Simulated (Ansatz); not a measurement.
# BrH₂NSi (SMILES N=[SiH]Br): one structure at several levels

Aim: energy, forces and dipole at a structure displaced at random from a GFN2-xTB minimum, from CCSD(T) and from density functionals.

Computed with Ansatz 0.2.0, Gaussian basis. Level: single points in def2-TZVPP.

Correlated methods freeze the cores. Filled d shells of the heavier atoms are correlated.

## Step 1: The system as given

SMILES `N=[SiH]Br`, 5 atoms, charge 0, spin multiplicity 1.

Atoms are counted from 1 here; the program's logs count them from 0.

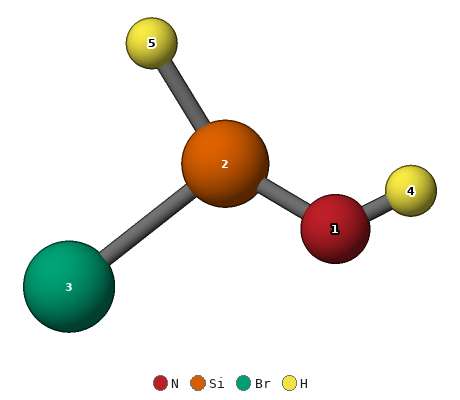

Start geometry, drawn with nitrogen red, silicon orange, bromine teal, hydrogen yellow; atoms are numbered from 1 in the order of the file.

As a file:

```mol
BrH2NSi
  3D, bonds by distance, orders not assigned

  5  4  0  0  0  0  0  0  0  0999 V2000
   -0.6945   -1.0141    0.1099 N   0  0
    0.2489    0.1714   -0.0808 Si  0  0
   -0.8739    2.0244   -0.8482 Br  0  0
   -0.3506   -1.9055    0.3130 H   0  0
    1.6064    0.9443    0.3823 H   0  0
  1  2  8  0
  1  4  8  0
  2  3  8  0
  2  5  8  0
M  END
```

## Step 2: CCSD(T)/def2-TZVPP

File run/in.yaml:

```yaml
crystal:
  periodic: [false, false, false]
  atoms:
    - {symbol: N, position_ang: [-0.694500, -1.014100, 0.109900]}
    - {symbol: Si, position_ang: [0.248900, 0.171400, -0.080800]}
    - {symbol: Br, position_ang: [-0.873900, 2.024400, -0.848200]}
    - {symbol: H, position_ang: [-0.350600, -1.905500, 0.313000]}
    - {symbol: H, position_ang: [1.606400, 0.944300, 0.382300]}
basis:
  gaussian: {orbitals: def2-TZVPP}
correlation: {method: ccsd_t}
output: {forces: true}
```

The command line of these runs was not kept.

## Step 3: PBE0-D4/def2-TZVPP

run/in.yaml, as its differences from that of step 2:

```diff
@@ -10,3 +10,3 @@
   gaussian: {orbitals: def2-TZVPP}
-correlation: {method: ccsd_t}
-output: {forces: true}
+hamiltonian: {xc: pbe0, dispersion: d4}
+output: {forces: true, orbitals: {seedname: orbitals}}
```

## Step 4: wB97M-V/def2-TZVPP

run/in.yaml, as its differences from that of step 3:

```diff
@@ -10,3 +10,3 @@
   gaussian: {orbitals: def2-TZVPP}
-hamiltonian: {xc: pbe0, dispersion: d4}
-output: {forces: true, orbitals: {seedname: orbitals}}
+hamiltonian: {xc: {name: wB97M-V}}
+output: {forces: true}
```

## Step 5: r2SCAN-D4/def2-TZVPP

run/in.yaml, as its differences from that of step 4:

```diff
@@ -10,3 +10,3 @@
   gaussian: {orbitals: def2-TZVPP}
-hamiltonian: {xc: {name: wB97M-V}}
+hamiltonian: {xc: r2scan, dispersion: d4}
 output: {forces: true}
```

## Step 6: PBE-D4/def2-TZVPP

run/in.yaml, as its differences from that of step 5:

```diff
@@ -10,3 +10,3 @@
   gaussian: {orbitals: def2-TZVPP}
-hamiltonian: {xc: r2scan, dispersion: d4}
+hamiltonian: {xc: pbe, dispersion: d4}
 output: {forces: true}
```

## Step 7: BHLYP-D4/def2-TZVPP

run/in.yaml, as its differences from that of step 6:

```diff
@@ -10,3 +10,3 @@
   gaussian: {orbitals: def2-TZVPP}
-hamiltonian: {xc: pbe, dispersion: d4}
+hamiltonian: {xc: {name: BHLYP}, dispersion: d4}
 output: {forces: true}
```

## Step 8: BLYP-D4/def2-TZVPP

run/in.yaml, as its differences from that of step 7:

```diff
@@ -10,3 +10,3 @@
   gaussian: {orbitals: def2-TZVPP}
-hamiltonian: {xc: {name: BHLYP}, dispersion: d4}
+hamiltonian: {xc: {name: BLYP}, dispersion: d4}
 output: {forces: true}
```

(Steps that only read results are left out.)

**Question.** What will these runs give? Wanted: energy less free atoms, CCSD(T)/def2-TZVPP; RMS force component; RMS force error; HOMO and LUMO, PBE0-D4; T1 diagnostic.

As calculated:

| quantity | value |
| --- | --- |
| energy less free atoms, CCSD(T)/def2-TZVPP | -1361.0 kJ/mol |
| RMS force component | 1.677 to 1.972 eV/Å over the methods |
| RMS force error | PBE0-D4 0.247, wB97M-V 0.270, r2SCAN-D4 0.173, PBE-D4 0.198, BHLYP-D4 0.449, BLYP-D4 0.223 eV/Å |
| HOMO and LUMO, PBE0-D4 | -8.13 and -2.28 eV |
| T1 diagnostic | 0.014 |

**Reading.** Against CCSD(T) the functionals' energies less atoms differ by -109.8 to +8.6 kJ/mol, PBE-D4 by -109.8 kJ/mol. CCSD(T) in triple zeta still lacks some correlation energy of the bonds, so part of these gaps is its own basis error and they don't rank the functionals. The forces of r2SCAN-D4 come nearest to CCSD(T), those of BHLYP-D4 are farthest. Frozen-core CCSD(T) forces in triple zeta carry basis errors of their own, and this is one geometry, so small gaps rank nothing.
